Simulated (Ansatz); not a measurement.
Re: pressure series

Base system: Re in the hcp (Mg type) structure (space group P6_3/mmc, No. 194; a = 2.7751 Å, c = 4.4830 Å).

Cell and atoms are relaxed at each pressure.

All numbers come from Ansatz (a quantum-chemistry and plane-wave program) PBE, no SOC.

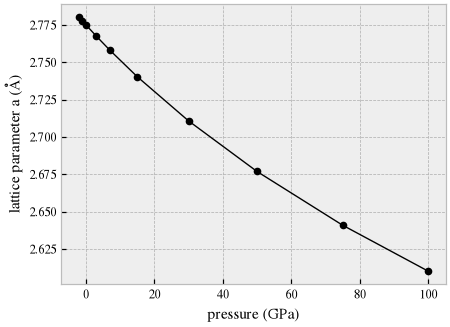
Figure: Lattice parameter a against pressure

### Question
From the plot, what is the lattice parameter a for pressure 3 GPa?

### Answer
About 2.77 Å.

### Question
Is the trend monotonic over the range shown?

### Answer
Yes, it falls throughout, spanning 2.610 Å to 2.780 Å.

Load acts through the strain it causes; cell and atoms are relaxed under it. No phonon test of stability was made. No other phases were tried under pressure. The final runs are not spin-polarised.
